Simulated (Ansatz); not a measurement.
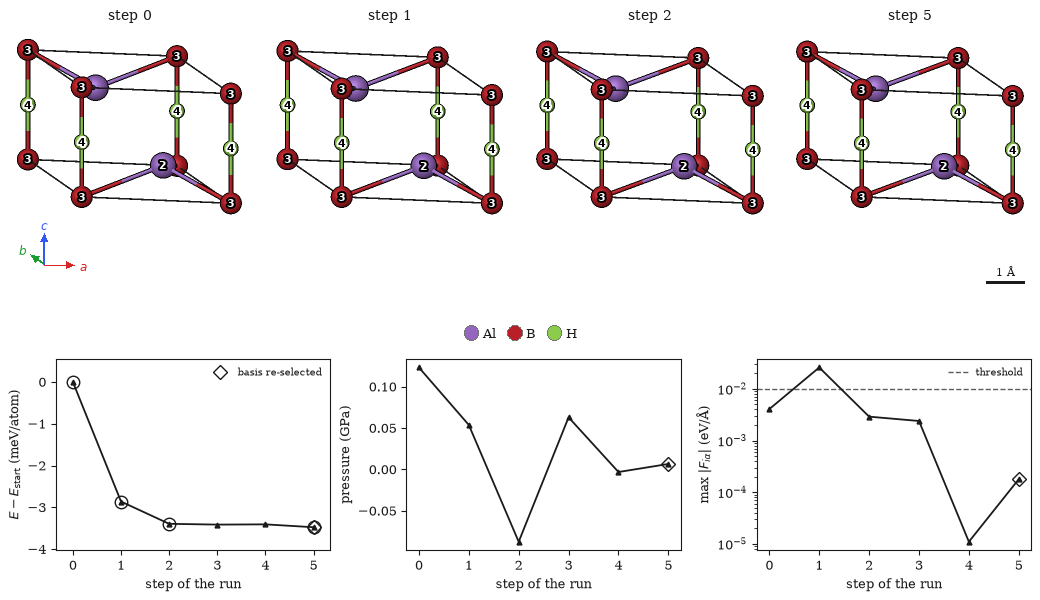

Frames of a relaxation of solid Al₂BH (a generated structure, set up in P-3m1), marked on the history of the run. The picture is a ball-and-stick view of the cell of the calculation, seen slightly off an axis.

The calculation used Ansatz, DFT PBE, scalar-relativistic, plane waves, PAW. (plane-wave cutoff 420 eV; k-point mesh 15 × 15 × 16; occupations gaussian; smearing width 0.1 eV; no spin polarisation; cell and atoms relaxed; force threshold 0.01 eV/Å; at most 80 steps)

**Describe the path.**

After 4 accepted moves (5 points after the start) the energy has fallen by 3.5 meV per atom. Largest force component: 0.0041 eV/Å at the start, 0.00018 eV/Å at the end. Pressure: 0.12 GPa at the start and 0.01 GPa at the end. The SCF was repeated once at an unchanged geometry on a basis and grid sized afresh for the cell, which shifted the energy by 0.1 meV per atom at most. The largest moves relative to the cell, 0.014 Å, are those of Al atoms. H and B stay in place. The drawn cell changes as follows: a = b 4.024 → 4.075 Å (+1.3 %), c 3.029 → 2.965 Å (−2.1 %); the volume changes by +0.4 %. Near-neighbour distances that change, for instance: B–H 1.515 → 1.483 Å, Al–B 2.411 → 2.432 Å. The space group stays P-3m1 (No. 164). From step 0 to 1: volume +0.2 %, energy −2.9 meV per atom. From step 1 to 2: volume +0.3 %, energy −0.5 meV per atom. From step 2 to 5: energy −0.1 meV per atom.
